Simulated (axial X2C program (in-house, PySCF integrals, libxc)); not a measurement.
**CsH⁺: from the state search to constants**

What are the state, bond length, wavenumber and bond energy of CsH⁺, and what does spin–orbit coupling change?

Program: an in-house X2C program for linear molecules on PySCF integrals. Level of theory: all-electron X2C, Cs dyall-cv3z, H dyall-v3z. These are calculated values, not measurements.

**1. Input**

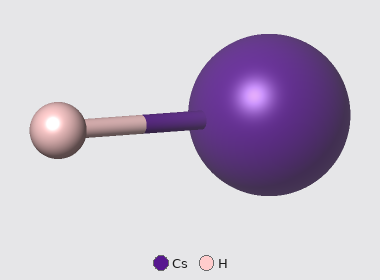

The two atoms at 2.640 Å (caesium purple, hydrogen pink).

File task.json:

```json
{
 "zs": [
  55,
  1
 ],
 "q": 1,
 "bas": [
  "dyall-cv3z",
  "dyall-v3z"
 ],
 "levels": [
  "PBE0",
  "HF",
  "PBE50"
 ],
 "cc": true,
 "r0": 2.64,
 "thr": -2.0,
 "nmax": 90,
 "npts": 10,
 "nst": 2,
 "ntry": 6
}
```

Keys: zs atomic numbers; q charge; bas basis sets; levels methods (HF also brings MP2); cc coupled cluster on or off; r0 starting distance in Å; thr threshold in hartree for freezing inner shells (an s shell follows its p shell); nmax most natural virtual spinors; npts points asked for on the curve; nst determinants followed; ntry starts of the search.

Run with:

```bash
python so2c.py task.json out
```

Spin-free means the one-electron spin-free X2C Hamiltonian; two-component (2c) means X2C with spin–orbit coupling and atomic mean-field two-electron Coulomb and Gaunt terms. Basis: Cs dyall-cv3z contracted to [15s15p9d4f1g], H dyall-v3z contracted to [6s2p1d]; Gaussian nuclei, density fitting. Masses: Cs 132.905 u, H 1.008 u.

Notation: σ, π±, δ± give the projection m of an orbital's angular momentum (0, ±1, ±2), α and β its spin, Λ and M_S the sums; ω is the projection of a spinor's total angular momentum and Ω the sum. Logs are in hartree.

The results follow Hamiltonian by Hamiltonian and level by level.

**2. Search for the lowest determinant**

PBE0 moves the distance from 2.640 Å to 3.537 Å and compares determinants there.

Spin-free determinants:

| ΔE (eV) | state | open shells |
| --- | --- | --- |
| 0.00 | M_S = 1/2, Λ = 0 | beyond closed shells: σα |

Two-component determinants:

```csv
ΔE (eV),state,open shells
0.00,Ω = 1/2,excess of +ω over −ω: ω = 1/2
```

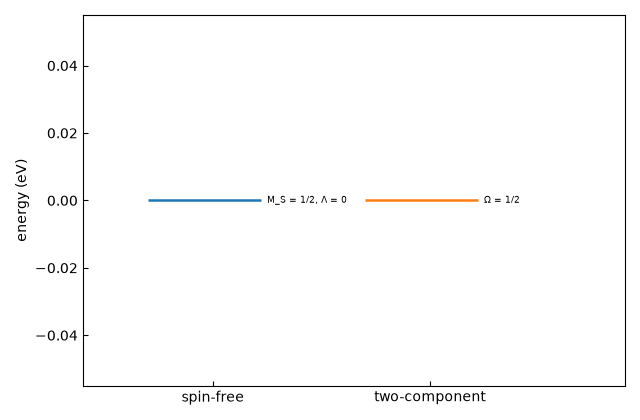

The determinants found, each set from its own lowest.

**3. PBE0, spin-free**

State followed: M_S = 1/2, Λ = 0 (beyond closed shells: σα). The scan is laid around 3.537 Å, a first estimate of the minimum, and this SCF restarts from the orbitals of the search.

Output at 3.537 Å:

```text
spin-free X2C-1e  PBE0
basis functions 159  fitting functions 808  grid points 5077
iter        total energy     max residual
   1      -7786.183904832     2.22e-05
   2      -7786.183904835     6.74e-06
   3      -7786.183904836     3.60e-06
converged
one-electron -10650.41869474  Coulomb 3050.31315181  exact exchange -47.90371859  xc functional -146.40329658  nuclear repulsion 8.22865327
```

Along the bond, energies from the lowest point:

```
R (Å)  E (eV)  μ (D)  HOMO (eV)  LUMO (eV)  iterations
3.077  0.0159   0.27     -13.79      -5.40           7
3.219  0.0059   0.25     -13.62      -5.21           7
3.325  0.0020   0.23     -13.49      -5.12           7
3.431  0.0003   0.21     -13.36      -5.07           7
3.537  0.0000   0.19     -13.24      -5.03           3
3.661  0.0009   0.16     -13.11      -5.01           6
3.785  0.0026   0.14     -12.98      -5.00           6
3.944  0.0054   0.11     -12.82      -4.99           6
4.138  0.0091   0.07     -12.65      -4.99           6
4.421  0.0138   0.02     -12.42      -5.01           6
```

Dipoles are positive if H is the positive end and refer to the centre of mass.

Outer orbitals at the reference distance:

```tsv
symmetry	occupied	ε (eV)	atomic character
σα	yes	-34.29	100% Cs s
σβ	yes	-34.28	100% Cs s
σα	yes	-20.08	100% Cs p
π+α	yes	-20.08	100% Cs p
π-α	yes	-20.08	100% Cs p
π-β	yes	-20.08	100% Cs p
π+β	yes	-20.08	100% Cs p
σβ	yes	-20.07	100% Cs p
σα	yes	-13.24	92% H s, 3% Cs d, 3% Cs p
σβ	no	-5.03	95% Cs s, 4% H s
σα	no	-4.91	96% Cs s
σβ	no	-3.70	88% Cs d, 7% H s, 3% Cs p
π+α	no	-3.67	97% Cs d, 2% Cs p
```

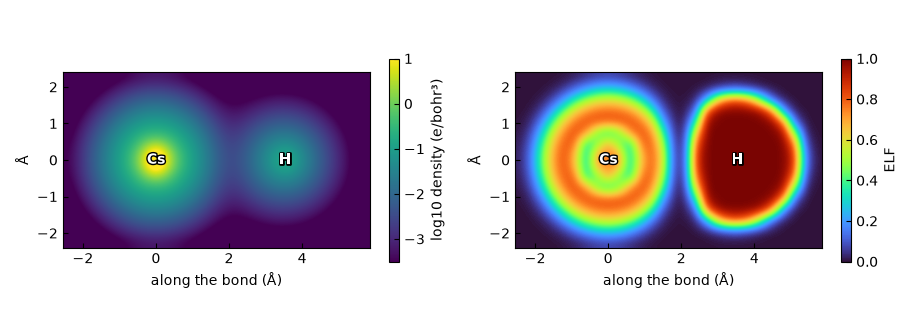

PBE0 fields in a plane through the axis, from a grid of 0.3 Å; Cs lies at z = 0 and H at z = 3.537 Å; the ELF is damped to zero where the density is low.

Re = 3.506 Å, ωe = 163.9 cm⁻¹, ωexe = 30 cm⁻¹, Be = 1.371 cm⁻¹, De = 0.029 eV, μ = 0.20 D.

**4. HF, spin-free**

The SCF at the reference distance of 3.537 Å:

```text
spin-free X2C-1e  HF
basis functions 159  fitting functions 808  grid points 5077
iter        total energy     max residual
   1      -7783.491764017     3.08e-01
   2      -7783.506198713     5.35e-03
   3      -7783.506363230     1.78e-03
   4      -7783.506382623     5.33e-04
   5      -7783.506384585     1.47e-04
   6      -7783.506384872     5.23e-05
   7      -7783.506384907     9.73e-06
   8      -7783.506384908     1.83e-06
converged
one-electron -10649.19148933  Coulomb 3049.11109109  exact exchange -191.65463994  xc functional 0.00000000  nuclear repulsion 8.22865327
```

Re = 3.765 Å, ωe = 122.2 cm⁻¹, ωexe = 37.4 cm⁻¹, Be = 1.189 cm⁻¹, De = 0.015 eV, μ = 0.09 D.

**5. PBE50, spin-free**

Output at 3.537 Å:

```text
spin-free X2C-1e  PBE50
basis functions 159  fitting functions 808  grid points 5077
iter        total energy     max residual
   1      -7786.268188971     1.03e-01
   2      -7786.270003732     1.83e-03
   3      -7786.270012537     2.51e-04
   4      -7786.270012769     2.53e-05
   5      -7786.270012785     6.36e-06
   6      -7786.270012786     5.08e-06
converged
one-electron -10650.45256332  Coulomb 3050.36703229  exact exchange -95.82151554  xc functional -98.59161948  nuclear repulsion 8.22865327
```

Re = 3.508 Å, ωe = 158.6 cm⁻¹, ωexe = 33.1 cm⁻¹, Be = 1.37 cm⁻¹, De = 0.026 eV, μ = 0.17 D.

**6. Correlated methods, spin-free**

Correlated methods: 9 electrons correlated (frozen shells, counted by type: Cs 4 s, 3 p, 2 d; H none), 229 virtual spinors in MP2, 67 natural virtuals in coupled cluster.

Output of the correlated part at 3.537 Å:

```text
correlated 9  virtual 229  natural virtual 67  E(MP2) -0.155801869  MP2 remainder -0.002974642
iter   CCSD correlation   residual
   1     -0.165415288   5.77e-02
   2     -0.168381550   1.36e-02
   3     -0.168421636   1.80e-03
   4     -0.168424985   3.62e-04
   5     -0.168423732   5.09e-05
   6     -0.168423762   7.26e-06
   7     -0.168423794   1.12e-06
   8     -0.168423792   2.65e-07
(T) -0.004828389  T1 0.0027  D1 0.0055  max T2 0.053
```

T1 in the output is the amplitude norm over the root of the electron number; divide by √2 for the Lee–Taylor value.

MP2: Re = 3.516 Å, ωe = 166.6 cm⁻¹, Be = 1.363 cm⁻¹, De = 0.026 eV.

CCSD: Re = 3.500 Å, ωe = 170.7 cm⁻¹, ωexe = 34.7 cm⁻¹, Be = 1.376 cm⁻¹, De = 0.026 eV. T1 at Re = 0.002 (Lee–Taylor, the printed value over √2).

CCSD(T): Re = 3.492 Å, ωe = 171.4 cm⁻¹, ωexe = 37.5 cm⁻¹, Be = 1.382 cm⁻¹, De = 0.027 eV. T1 at Re = 0.002 (Lee–Taylor, the printed value over √2).

**7. The spin-free curves together**

Energy (eV) of the followed determinant, spin-free, from each level's lowest point:

```
R (Å)   PBE0     HF    MP2   CCSD  CCSD(T)  PBE50
3.077  0.016  0.036  0.018    n/a      n/a  0.016
3.219  0.006  0.019  0.007  0.006    0.006  0.006
3.325  0.002  0.010  0.002  0.002    0.002  0.002
3.431  0.000  0.005  0.000  0.000    0.000  0.000
3.537  0.000  0.002  0.000  0.000    0.000  0.000
3.661  0.001  0.000  0.001  0.001    0.001  0.001
3.785  0.003  0.000  0.003  0.003    0.003  0.002
3.944  0.005  0.001  0.005  0.006    0.006  0.005
4.138  0.009  0.002  0.009    n/a      n/a  0.008
4.421  0.014  0.005  0.013    n/a      n/a  0.012
```

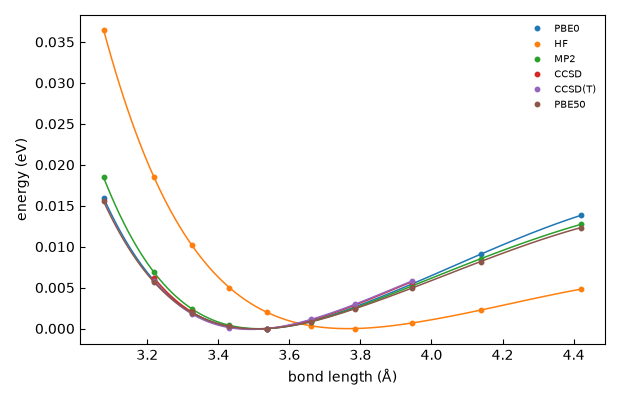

Curves of the followed state, spin-free, each from its own lowest point.

**8. PBE0, 2c**

State followed: Ω = 1/2 (excess of +ω over −ω: ω = 1/2). The scan is laid around 3.537 Å, a first estimate of the minimum, and this SCF restarts from the orbitals of the search.

Output at 3.537 Å:

```text
two-component X2C + atomic mean field  PBE0
basis functions 159  fitting functions 808  grid points 5077
iter        total energy     max residual
   1      -7782.974960418     2.95e-06
   2      -7782.974960418     3.28e-06
converged
one-electron -10640.55927564  Coulomb 3048.48432766  exact exchange -47.87376215  xc functional -146.31907122  nuclear repulsion 8.22865327  atomic mean-field constant -4.93583234
```

Along the bond, energies from the lowest point:

```
R (Å)  E (eV)  μ (D)  HOMO (eV)  LUMO (eV)  iterations
3.077  0.0158   0.27     -13.79      -5.41           7
3.219  0.0058   0.25     -13.62      -5.22           7
3.325  0.0020   0.23     -13.49      -5.13           7
3.431  0.0002   0.21     -13.36      -5.07           7
3.537  0.0000   0.19     -13.24      -5.04           2
3.661  0.0009   0.16     -13.11      -5.02           6
3.785  0.0027   0.14     -12.98      -5.00           6
3.944  0.0055   0.11     -12.82      -5.00           6
4.138  0.0091   0.07     -12.65      -5.00           6
4.421  0.0139   0.02     -12.42      -5.02           6
```

Dipoles are positive if H is the positive end and refer to the centre of mass.

Outer spinors at the reference distance:

| ω | occupied | ε (eV) | atomic character | λ mixture |
| --- | --- | --- | --- | --- |
| 1/2 | yes | -34.29 | 100% Cs s | 100% σ |
| -1/2 | yes | -34.29 | 100% Cs s | 100% σ |
| 1/2 | yes | -21.20 | 100% Cs p | 66% π, 34% σ |
| -1/2 | yes | -21.20 | 100% Cs p | 67% π, 33% σ |
| 1/2 | yes | -19.54 | 100% Cs p | 66% σ, 34% π |
| 3/2 | yes | -19.54 | 100% Cs p | 100% π |
| -3/2 | yes | -19.54 | 100% Cs p | 100% π |
| -1/2 | yes | -19.53 | 100% Cs p | 67% σ, 33% π |
| 1/2 | yes | -13.24 | 92% H s, 3% Cs d, 3% Cs p | 100% σ |
| -1/2 | no | -5.04 | 95% Cs s, 4% H s | 100% σ |
| 1/2 | no | -4.92 | 96% Cs s | 100% σ |
| -1/2 | no | -3.73 | 90% Cs d, 5% H s, 3% Cs p | 70% σ, 30% π |
| 3/2 | no | -3.67 | 98% Cs d | 92% π, 8% δ |

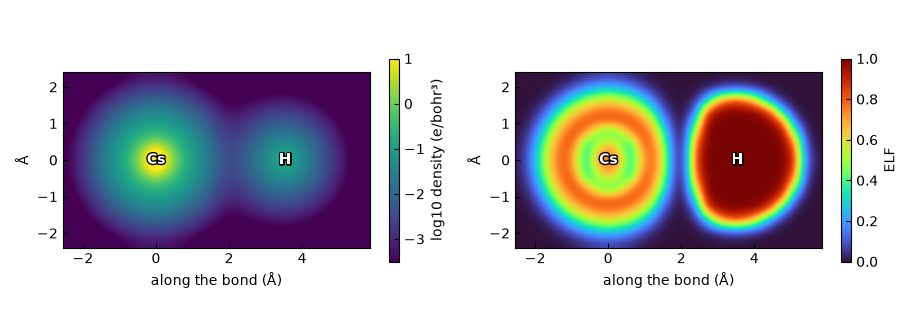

PBE0 fields in a plane through the axis, from a grid of 0.3 Å; Cs lies at z = 0 and H at z = 3.537 Å; the ELF is damped to zero where the density is low.

Re = 3.505 Å, ωe = 164.1 cm⁻¹, ωexe = 30.1 cm⁻¹, Be = 1.372 cm⁻¹, De = 0.029 eV, μ = 0.20 D.

**9. HF, 2c**

The SCF at the reference distance of 3.537 Å:

```text
two-component X2C + atomic mean field  HF
basis functions 159  fitting functions 808  grid points 5077
iter        total energy     max residual
   1      -7780.277175656     3.08e-01
   2      -7780.291627804     5.40e-03
   3      -7780.291794050     1.78e-03
   4      -7780.291813570     5.40e-04
   5      -7780.291815569     1.47e-04
   6      -7780.291815858     5.22e-05
   7      -7780.291815893     9.75e-06
   8      -7780.291815894     1.81e-06
converged
one-electron -10639.33398006  Coulomb 3047.28415552  exact exchange -191.53481229  xc functional 0.00000000  nuclear repulsion 8.22865327  atomic mean-field constant -4.93583234
```

Re = 3.766 Å, ωe = 122.1 cm⁻¹, ωexe = 37.3 cm⁻¹, Be = 1.188 cm⁻¹, De = 0.015 eV, μ = 0.09 D.

**10. PBE50, 2c**

The SCF at the reference distance of 3.537 Å:

```text
two-component X2C + atomic mean field  PBE50
basis functions 159  fitting functions 808  grid points 5077
iter        total energy     max residual
   1      -7783.057161970     1.03e-01
   2      -7783.058979911     1.83e-03
   3      -7783.058988888     2.52e-04
   4      -7783.058989127     2.63e-05
   5      -7783.058989143     5.77e-06
   6      -7783.058989144     3.67e-06
converged
one-electron -10640.59421346  Coulomb 3048.53928084  exact exchange -95.76161022  xc functional -98.53526723  nuclear repulsion 8.22865327  atomic mean-field constant -4.93583234
```

Re = 3.506 Å, ωe = 158.8 cm⁻¹, ωexe = 33.2 cm⁻¹, Be = 1.371 cm⁻¹, De = 0.026 eV, μ = 0.17 D.

**11. Correlated methods, 2c**

Correlated methods: 9 electrons correlated (frozen shells, counted by type: Cs 4 s, 3 p, 2 d; H none), 229 virtual spinors in MP2, 67 natural virtuals in coupled cluster.

Output of the correlated part at 3.537 Å:

```text
correlated 9  virtual 229  natural virtual 67  E(MP2) -0.155239140  MP2 remainder -0.002968734
iter   CCSD correlation   residual
   1     -0.164820421   5.75e-02
   2     -0.167770767   1.35e-02
   3     -0.167810350   1.79e-03
   4     -0.167813595   3.60e-04
   5     -0.167812342   5.13e-05
   6     -0.167812374   7.44e-06
   7     -0.167812405   1.16e-06
   8     -0.167812403   2.63e-07
(T) -0.004773520  T1 0.0027  D1 0.0055  max T2 0.054
```

MP2: Re = 3.516 Å, ωe = 166.4 cm⁻¹, Be = 1.363 cm⁻¹, De = 0.026 eV.

CCSD: Re = 3.500 Å, ωe = 170.6 cm⁻¹, ωexe = 34.7 cm⁻¹, Be = 1.376 cm⁻¹, De = 0.026 eV. T1 at Re = 0.002 (Lee–Taylor, the printed value over √2).

CCSD(T): Re = 3.492 Å, ωe = 171.3 cm⁻¹, ωexe = 37.4 cm⁻¹, Be = 1.382 cm⁻¹, De = 0.027 eV. T1 at Re = 0.002 (Lee–Taylor, the printed value over √2).

**12. The 2c curves together**

Energy (eV) of the followed determinant, 2c, from each level's lowest point:

```
R (Å)   PBE0     HF    MP2   CCSD  CCSD(T)  PBE50
3.077  0.016  0.037  0.018    n/a      n/a  0.015
3.219  0.006  0.019  0.007  0.006    0.006  0.006
3.325  0.002  0.010  0.002  0.002    0.002  0.002
3.431  0.000  0.005  0.000  0.000    0.000  0.000
3.537  0.000  0.002  0.000  0.000    0.000  0.000
3.661  0.001  0.000  0.001  0.001    0.001  0.001
3.785  0.003  0.000  0.003  0.003    0.003  0.002
3.944  0.005  0.001  0.005  0.006    0.006  0.005
4.138  0.009  0.002  0.009    n/a      n/a  0.008
4.421  0.014  0.005  0.013    n/a      n/a  0.012
```

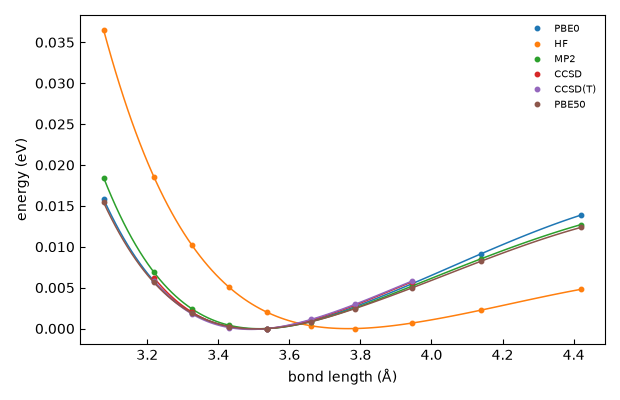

Curves of the followed state, 2c, each from its own lowest point.

Time for the job: 79 s (1 thread, shared host).

**13. Results**

Lowest determinant that the search found at its distance, spin-free: M_S = 1/2, Λ = 0 (beyond closed shells: σα).

Lowest determinant that the search found at its distance, 2c: Ω = 1/2 (excess of +ω over −ω: ω = 1/2).

```
Hamiltonian    level  Re (Å)  ωe (cm⁻¹)  De (eV)  μ (D)
  spin-free     PBE0   3.506      163.9    0.029   0.20
  spin-free       HF   3.765      122.2    0.015   0.09
  spin-free      MP2   3.516      166.6    0.026    n/a
  spin-free     CCSD   3.500      170.7    0.026    n/a
  spin-free  CCSD(T)   3.492      171.4    0.027    n/a
  spin-free    PBE50   3.508      158.6    0.026   0.17
         2c     PBE0   3.505      164.1    0.029   0.20
         2c       HF   3.766      122.1    0.015   0.09
         2c      MP2   3.516      166.4    0.026    n/a
         2c     CCSD   3.500      170.6    0.026    n/a
         2c  CCSD(T)   3.492      171.3    0.027    n/a
         2c    PBE50   3.506      158.8    0.026   0.17
```

Dipoles are positive if H is the positive end and refer to the centre of mass.

Time per point (s) on 1 thread, shared host (2c runs; CCSD comes with the CCSD(T) run); the times are rough: PBE0 0.38, HF 0.3, MP2 0.45, CCSD(T) 1.8, PBE50 0.44.

At CCSD(T), going from spin-free to two-component changes Re by 0 mÅ, ωe by 0.0 %, which is small (part of it comes from the scalar share of the two-electron terms). De moves by 0.00 eV; both De rest on single-determinant atoms, which can miss part of an open shell's spin–orbit lowering.

De refers to Cs+ + H, each in the lowest determinant found, which need not be this curve's own limit. The state is a single determinant with fixed occupations, the lowest that a limited PBE0 search found. De is counted from the lowest determinant-based energies of the atoms at the same level, without counterpoise correction. Density functionals use the spin component along the axis (collinear). Coupled cluster ran in a truncated set of natural virtual spinors; the MP2 energy of the rest was added.
